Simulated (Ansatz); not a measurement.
# Nudged elastic band of AgC$_{18}$ (part 2 of 3)

The same run, continued: AgC$_{18}$ (slab, 19 atoms in the cell); DFT PBEsol, scalar-relativistic, plane waves, PAW, spin-polarised (Ansatz 0.2.0); cutoff 420 eV, 2×2×1 k-mesh, Fermi–Dirac smearing of 0.02 eV, collinear spins. One setting was made poor on purpose. It belongs to a series of runs on one base structure; here: band between the two ends.

Geometry of the input (Å; fractional positions):
```
7.3980  0.0000  0.0000
-3.6990  6.4069  0.0000
0.0000  0.0000  12.0000
C  -0.0044  -0.0078  0.0808
C  0.2178  0.1029  0.0808
C  -0.0062  0.3248  0.0838
C  0.2178  0.4368  0.0900
C  -0.0043  0.6592  0.0808
C  0.2177  0.7705  0.0808
C  0.3291  -0.0075  0.0799
C  0.5512  0.1035  0.0803
C  0.3299  0.3248  0.0839
C  0.5515  0.4368  0.0808
C  0.3299  0.6608  0.0838
C  0.5516  0.7704  0.0807
C  0.6623  -0.0075  0.0799
C  0.8840  0.1030  0.0808
C  0.6622  0.3255  0.0799
C  0.8841  0.4367  0.0808
C  0.6624  0.6591  0.0808
C  0.8845  0.7702  0.0807
Ag 0.2191  0.4360  0.2856
```

Output, continued:
```
NEB image 4
preconditioner: auto → Resta (q_TF=auto, 2.010 Å⁻¹)  ε∞=1.9  [insulator: Δε(μ)=0.897 eV  Ē_g=14.817 eV  σ=0.020 eV  W_gap=1.00  n_scr=84 (ndim 8)  ℏωp=14.2 eV  f_vac=0.602  D(μ)=0.00/eV (n_scr^D=0)  ε∞_Penn≈1.9  vacuum switching on, ρ_ref=1.6e-2 e/Å³]
spin=Collinear: Resta preconditioning applied to the charge; magnetization (m = ρ↑ − ρ↓) channel mixes plain (no charge-response kernel on spin).
Mixer restart at iter 14: flushing history
spin-set hold released at iteration 14 (site moments contracting): the magnetisation degrees of freedom join the quasi-Newton model from the next iteration; the mixer history was flushed
NSCF: frozen V_eff on 4 k-points
NEB end point (image 0): max|allowed force component| = 1.784e-2 eV/Å (the criterion of neb.relax_end_points is 1.000e-2)
NEB end point (image 4): max|allowed force component| = 1.784e-2 eV/Å (the criterion of neb.relax_end_points is 1.000e-2)
NEB image 1
preconditioner: auto → Resta (q_TF=auto, 2.010 Å⁻¹)  ε∞=1.9  [insulator: Δε(μ)=0.911 eV  Ē_g=14.807 eV  σ=0.020 eV  W_gap=1.00  n_scr=84 (ndim 8)  ℏωp=14.2 eV  f_vac=0.602  D(μ)=0.00/eV (n_scr^D=0)  ε∞_Penn≈1.9  vacuum switching on, ρ_ref=1.6e-2 e/Å³]
spin=Collinear: Resta preconditioning applied to the charge; magnetization (m = ρ↑ − ρ↓) channel mixes plain (no charge-response kernel on spin).
Mixer restart at iter 8: flushing history
spin-set hold released at iteration 8 (site moments contracting): the magnetisation degrees of freedom join the quasi-Newton model from the next iteration; the mixer history was flushed
NEB image 2
preconditioner: auto → Resta (q_TF=auto, 2.010 Å⁻¹)  ε∞=1.9  [insulator: Δε(μ)=0.935 eV  Ē_g=14.806 eV  σ=0.020 eV  W_gap=1.00  n_scr=84 (ndim 8)  ℏωp=14.2 eV  f_vac=0.602  D(μ)=0.00/eV (n_scr^D=0)  ε∞_Penn≈1.9  vacuum switching on, ρ_ref=1.6e-2 e/Å³]
spin=Collinear: Resta preconditioning applied to the charge; magnetization (m = ρ↑ − ρ↓) channel mixes plain (no charge-response kernel on spin).
Mixer restart at iter 8: flushing history
spin-set hold released at iteration 8 (site moments contracting): the magnetisation degrees of freedom join the quasi-Newton model from the next iteration; the mixer history was flushed
[... 109 lines of further cycles ...]
WARN: the starting moments were not kept: the SCF closed with an absolute magnetisation of 1.7e-4 μB, where they sum to 0.07 μB in size (1 site). That is at most 0.1 of that sum. Measured as dr2_m measures the in/out step, that magnetisation stands 1.4e-9 eV from none, at or under the dr2_threshold of 1.0e-7 eV: it is no larger than a step whose dr2_m would equal this threshold. The system may hold no moment; this SCF shows only that its start led to no more than that. To try another start: raise the starting moments (crystal.atoms[].spin, magnetization.per_species, magnetization.initial_magnetization, or on a non-collinear deck that types none of these the spinor_matrix: blocks that start its atoms; where the total moment is fixed, keep their sum and leave initial_magnetization as it is; typed ones take the place of any that the run laid by itself, positive ones on a crystal's lanthanoids without a Hubbard term where scf.initial_density.shell_occupations: [] is typed) or, if the notice of its spin-set hold's release reads "site moments contracting" or "site moments show no strong build", lengthen the hold (scf.mixing.spin_hold: { on: { confirm: 4 } }; for m-r²SCAN on two components see the key's manual first). Each may lead to a state that holds a moment. A second SCF, from the converged charge density, with the starting moments and any scf.initial_density.shell_occupations laid on it anew, would have followed, and was not run: the deck does not ask for one (magnetization.retry_lost_moments is false, the default). To let it run, set magnetization.retry_lost_moments: true and run the deck again, where that key's refused combinations let it; where memory then withholds it, that run's warning says so.
The SCF converged. Along the directions that its mixing steps explored, a Ritz value of the dielectric operator 1 − χ₀K read negative at each of the last 4 readings (its real part and the size of its imaginary part sum to between -1.4 and -0.22).
NEB image 3
preconditioner: auto → Resta (q_TF=auto, 2.010 Å⁻¹)  ε∞=1.9  [insulator: Δε(μ)=0.900 eV  Ē_g=14.810 eV  σ=0.020 eV  W_gap=1.00  n_scr=84 (ndim 8)  ℏωp=14.2 eV  f_vac=0.602  D(μ)=0.00/eV (n_scr^D=0)  ε∞_Penn≈1.9  vacuum switching on, ρ_ref=1.6e-2 e/Å³]
spin=Collinear: Resta preconditioning applied to the charge; magnetization (m = ρ↑ − ρ↓) channel mixes plain (no charge-response kernel on spin).
Mixer restart at iter 8: flushing history
spin-set hold released at iteration 8 (site moments contracting): the magnetisation degrees of freedom join the quasi-Newton model from the next iteration; the mixer history was flushed
the starting moments were not kept: the SCF closed with an absolute magnetisation of 4.0e-4 μB, where they sum to 0.07 μB in size (1 site). That is at most 0.1 of that sum. Measured as dr2_m measures the in/out step, that magnetisation stands 6.8e-9 eV from none, at or under the dr2_threshold of 1.0e-7 eV: it is no larger than a step whose dr2_m would equal this threshold.
The SCF converged. Along the directions that its mixing steps explored, a Ritz value of the dielectric operator 1 − χ₀K read negative at each of the last 4 readings (its real part and the size of its imaginary part sum to between -1.1 and -0.65).
NEB iter   1: max|band force component| = 6.595e-1 eV/Å  barrier→ = 0.1497 eV  barrier← = 0.1497 eV  Δτ_max = 0.1275 Å  (271 SCF iters)
  M     (μB):  +0.7209  +0.6971  -0.0001  -0.0002  +0.7209
  M_abs (μB):   1.5631   1.5620   0.0002   0.0004   1.5621
NEB image 1
Initial density: handed on by an earlier stage of this run
Starting moments: Σ|m| = 0.07 μB on 1 of 19 sites; this step starts from the density that it was given
Initial wavefunctions: those handed on with the density
preconditioner: auto → LDOS  [metal: Δε(μ)=0.030 eV  Ē_g=13.125 eV  σ=0.020 eV  W_gap=0.34  n_scr=84 (ndim 8)  ℏωp=14.2 eV  f_vac=0.633  D(μ)=15.12/eV (n_scr^D=98)]
spin=Collinear: LDOS preconditioning applied to the charge; magnetization (m = ρ↑ − ρ↓) channel mixes plain (no charge-response kernel on spin).
NEB image 2
preconditioner: auto → Resta (q_TF=auto, 2.010 Å⁻¹)  ε∞=2.2  [insulator: Δε(μ)=0.094 eV  Ē_g=13.031 eV  σ=0.020 eV  W_gap=0.82  n_scr=84 (ndim 8)  ℏωp=14.2 eV  f_vac=0.636  D(μ)=7.99/eV (n_scr^D=36)  ε∞_Penn≈2.2  vacuum switching on, ρ_ref=1.2e-2 e/Å³]
spin=Collinear: Resta preconditioning applied to the charge; magnetization (m = ρ↑ − ρ↓) channel mixes plain (no charge-response kernel on spin).
the starting moments were not kept: the SCF closed with an absolute magnetisation of 1.7e-4 μB, where they sum to 0.07 μB in size (1 site). That is at most 0.1 of that sum. Measured as dr2_m measures the in/out step, that magnetisation stands 1.7e-9 eV from none, at or under the dr2_threshold of 1.0e-7 eV: it is no larger than a step whose dr2_m would equal this threshold.
The SCF converged. Along the directions that its mixing steps explored, a Ritz value of the dielectric operator 1 − χ₀K read negative at each of the last 4 readings (its real part and the size of its imaginary part sum to between -4.3 and -0.29).
NEB image 3
preconditioner: auto → Resta (q_TF=auto, 2.010 Å⁻¹)  ε∞=2.2  [insulator: Δε(μ)=0.062 eV  Ē_g=13.031 eV  σ=0.020 eV  W_gap=0.65  n_scr=84 (ndim 8)  ℏωp=14.2 eV  f_vac=0.636  D(μ)=10.81/eV (n_scr^D=66)  ε∞_Penn≈2.2  vacuum switching on, ρ_ref=1.2e-2 e/Å³]
spin=Collinear: Resta preconditioning applied to the charge; magnetization (m = ρ↑ − ρ↓) channel mixes plain (no charge-response kernel on spin).
the starting moments were not kept: the SCF closed with an absolute magnetisation of 4.2e-5 μB, where they sum to 0.07 μB in size (1 site). That is at most 0.1 of that sum. Measured as dr2_m measures the in/out step, that magnetisation stands 1.2e-10 eV from none, at or under the dr2_threshold of 1.0e-7 eV: it is no larger than a step whose dr2_m would equal this threshold.
The SCF converged. Along the directions that its mixing steps explored, a Ritz value of the dielectric operator 1 − χ₀K read negative at each of the last 4 readings (its real part and the size of its imaginary part sum to between -4.0 and -2.0).
NEB iter   2: max|band force component| = 4.414e-1 eV/Å  barrier→ = 0.1025 eV  barrier← = 0.1025 eV  CI = image 2  Δτ_max = 0.2000 Å  (91 SCF iters)
[... from here on the SCF iterations and repeated set-up lines of each step are left out, up to the last step ...]
NEB image 1
NEB image 2
NEB image 3
NEB iter   3: max|band force component| = 2.863e-1 eV/Å  barrier→ = 0.0293 eV  barrier← = 0.0293 eV  CI = image 3  Δτ_max = 0.1993 Å  (82 SCF iters)
NEB image 1
NEB image 2
NEB image 3
NEB iter   4: max|band force component| = 4.800e-1 eV/Å  barrier→ = 0.0152 eV  barrier← = 0.0152 eV  CI = image 1  Δτ_max = 0.1172 Å  (42 SCF iters)
NEB image 1
NEB image 2
NEB image 3
NEB iter   5: max|band force component| = 1.312e-1 eV/Å  barrier→ = 0.0130 eV  barrier← = 0.0130 eV  CI = image 1  Δτ_max = 0.0675 Å  (47 SCF iters)
NEB image 1
NEB image 2
NEB image 3
NEB iter   6: max|band force component| = 1.235e-1 eV/Å  barrier→ = 0.0108 eV  barrier← = 0.0108 eV  CI = image 1  Δτ_max = 0.0623 Å  (43 SCF iters)
NEB image 1
NEB image 2
NEB image 3
NEB iter   7: max|band force component| = 2.196e-1 eV/Å  barrier→ = 0.0128 eV  barrier← = 0.0128 eV  CI = image 1  Δτ_max = 0.0311 Å  (44 SCF iters)
  M     (μB):  +0.7209  +0.4849  -0.7199  -0.4713  +0.7209
  M_abs (μB):   1.5631   0.6686   1.5585   0.6505   1.5621
NEB image 1
preconditioner: auto → LDOS  [metal: Δε(μ)=0.032 eV  Ē_g=13.105 eV  σ=0.020 eV  W_gap=0.36  n_scr=84 (ndim 8)  ℏωp=14.2 eV  f_vac=0.635  D(μ)=12.07/eV (n_scr^D=66)]
spin=Collinear: LDOS preconditioning applied to the charge; magnetization (m = ρ↑ − ρ↓) channel mixes plain (no charge-response kernel on spin).
NEB image 2
preconditioner: auto → LDOS  [metal: Δε(μ)=0.036 eV  Ē_g=13.120 eV  σ=0.020 eV  W_gap=0.42  n_scr=84 (ndim 8)  ℏωp=14.2 eV  f_vac=0.633  D(μ)=14.81/eV (n_scr^D=98)]
spin=Collinear: LDOS preconditioning applied to the charge; magnetization (m = ρ↑ − ρ↓) channel mixes plain (no charge-response kernel on spin).
NEB image 3
preconditioner: auto → LDOS  [metal: Δε(μ)=0.052 eV  Ē_g=13.110 eV  σ=0.020 eV  W_gap=0.44  n_scr=84 (ndim 8)  ℏωp=14.2 eV  f_vac=0.635  D(μ)=9.78/eV (n_scr^D=42)]
spin=Collinear: LDOS preconditioning applied to the charge; magnetization (m = ρ↑ − ρ↓) channel mixes plain (no charge-response kernel on spin).
NEB image 2
NSCF: frozen V_eff on 4 k-points
NEB image 3
NSCF: frozen V_eff on 4 k-points
NEB image 1
NSCF: frozen V_eff on 4 k-points
the band table was solved once a step of the walk had ended and its energy, with any forces and stress, was formed, with the checks that follow a solve (3066 applications of the Hamiltonian). They found nothing against the state; the energy, forces and stress were not computed again (output.eigenvalues in the input reference)
NEB iter   8: max|band force component| = 3.263e-2 eV/Å  barrier→ = 0.0095 eV  barrier← = 0.0095 eV  CI = image 1  Δτ_max = 0.0000 Å  (43 SCF iters)
  M     (μB):  +0.7209  +0.4702  -0.7195  -0.4701  +0.7209
  M_abs (μB):   1.5631   0.6943   1.5576   0.6493   1.5621
```

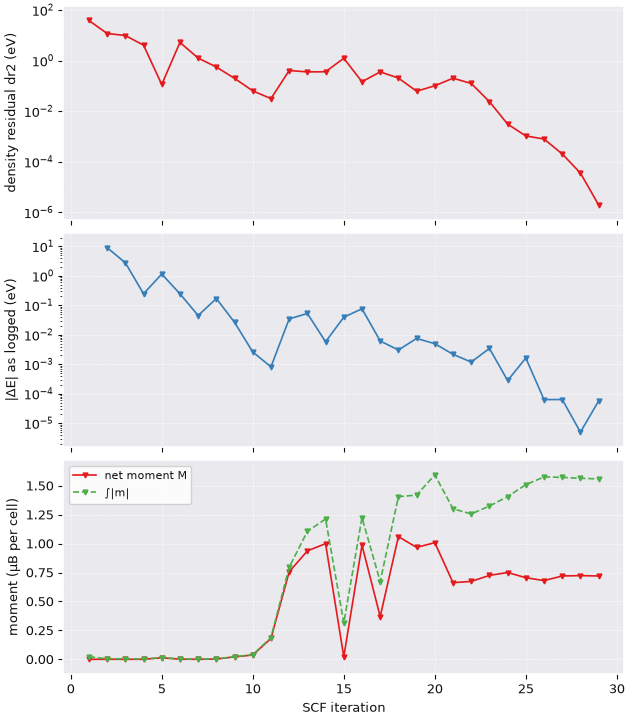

Fig. 1: Convergence of the self-consistent field: density residual dr2, size of the energy change and magnetic moment against the SCF iteration. The residual falls unevenly and jumps up by a factor of two or more 5 times on the way down. The net moment goes from 0.0 to 0.7 μB per cell.

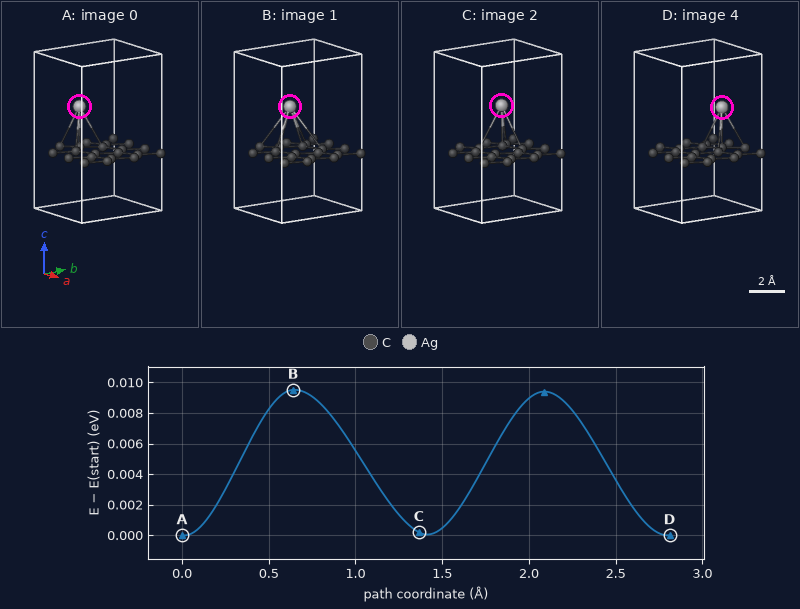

Fig. 2: Images of the last band (counted from 0; ball-and-stick, simulation cell, with the vacuum cut short, seen slightly off an axis), with the moving atom and its periodic copies ringed, above the energy along the path; the line is a cubic interpolation that uses the forces. The highest image is number 1, 0.010 eV above the start and 0.010 eV above the end (the climbing image); start and end have the same energy. The path is 2.81 Å long, and Ag19 moves most (2.47 Å). The band converged in 8 iterations.

```
Magnetization: 0.4702 μB (45.7351 up, 45.2649 down)
Absolute magnetization: 0.6943 μB (∫|ρ↑−ρ↓|, with the PAW one-centre terms)
Spin contamination: 0.0574 ħ² per cell (⟨S²⟩ above its minimum at these occupations)
Per-site moments (μB) at R_I (Å): [(-0.0025616767120982212, 0.5854133480115419), (-0.0037635863657458583, 0.5824752166335461), (0.004697272211627255, 0.5823889619758764), (-0.001966123951550067, 0.5881561825347619), (0.0022315276277936878, 0.584300221178576), (-0.0015925355991915678, 0.5823870531356171), (0.0020446188795542274, 0.5823870531356171), (-0.0053105126002345165, 0.5854752667745698), (0.0046388136570281735, 0.5824752166335461), (-0.003607137827616391, 0.5841976146205867), (0.0007251899731341948, 0.5875650216335091), (-0.001629414013632923, 0.5825325879548456), (0.00197874774530594, 0.5825325879548456), (-0.0037248173157809756, 0.5823889619758764), (-0.003455640154643209, 0.5850846920055557), (-0.0036451623820776477, 0.584300221178576), (0.0022977280629001492, 0.5841976146205867), (-0.005972358977027586, 0.5852332928776812), (0.07054139544136763, 1.0001651166543415)]
Free energy (F): -11959.274078 eV
Harris-Foulkes:  -11959.274078 eV  (|F-HF|=7.86e-10)
Internal energy: -11959.261796 eV  (E = F + TS)
E sigma→0 (E₀):  -11959.267937 eV
Entropy (-TS):   -0.012282 eV (-0.646 meV/atom)
Fermi energy:    -0.367917 eV
--- Per-component energies (eV) ---
  E_band       = -1245.905244
  E_kinetic    = 2162.820972
  E_local      = -23004.373532  (includes V_loc(G=0)·N_el)
  E_nonlocal   = 578.032779
  E_hartree    = 10426.663930
  E_xc         = -1036.800468
  E_vxc        = -1294.124901  (∫ρ·V_xc dr)
  E_paw        = -5556.330231  (= ΣΔE_a)
  E_vpaw       = -541.587572  (= ΣTr[D̂ρ^β])
  E_aug_tail   = 0.000443  (compensation charges beyond the density's cutoff)
  E_ewald      = 4470.021763
  E_core_change = 0.702548  (= ΣΔE_core)
  E_smearing   = -0.012282  (= −TS)
  E_closure    = 0.000000  (closes the sum)
  Σ components = -11959.274078   (vs F -11959.274078, Δ=0.00e0)
--- Forces (eV/Å), atoms counted from 1 ---
  atom   1  C     -0.00420247    -0.00738654     0.00034288
  atom   2  C     -0.01515482     0.03268622     0.00072563
  atom   3  C      0.01859996    -0.02906733     0.00133099
  atom   4  C     -0.00649601     0.00663561     0.02007996
[...]
  atom   5  C     -0.02086692    -0.02777248    -0.00026230
  atom   6  C      0.01995973     0.01819723     0.00001012
  atom   7  C      0.02244777    -0.02104257    -0.00009729
  atom   8  C     -0.00079906    -0.00330046    -0.00128179
  atom   9  C     -0.01053603    -0.03229108    -0.00265246
  atom  10  C      0.02302774     0.02264062    -0.00072218
  atom  11  C      0.00003435     0.01410114     0.00045639
  atom  12  C     -0.01817579     0.02674518    -0.00249056
  atom  13  C     -0.01781489    -0.03038343    -0.00267053
  atom  14  C      0.01363453     0.03050658    -0.00060559
  atom  15  C     -0.00547346     0.00117147     0.00234500
  atom  16  C     -0.01557855     0.02612898     0.00033458
  atom  17  C      0.01914741    -0.02349704    -0.00541954
  atom  18  C     -0.00158361    -0.00468495     0.00094146
  atom  19  Ag    -0.00017465     0.00060148    -0.01039159
  max |Σ_I F_I| component: 2.68e-5 eV/Å
--- Band table (eV; the first three rows and the last of 8) ---
```
